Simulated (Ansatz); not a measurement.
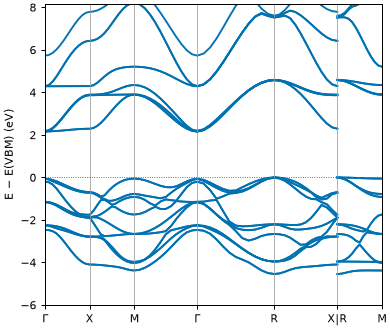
Fig. 1. Band structure from r²SCAN with spin–orbit coupling (plane waves, PAW; program Ansatz)

**Question.** Read off the gap and where the band edges lie.

**Answer.** About 2.2 eV (2.16 eV by a search for the band edges); maximum at R, minimum at Γ.

The material is BaTiO₃ (cubic perovskite, space group No. 221).

Space group Pm-3m (cubic perovskite). This is a known high-temperature phase of the composition, computed here at zero pressure and temperature. Symmetry was held in the r²SCAN relaxation; its stability against distortions is not shown here. The run is not spin-polarised.

Potentials: the later of the program's two PAW sets.
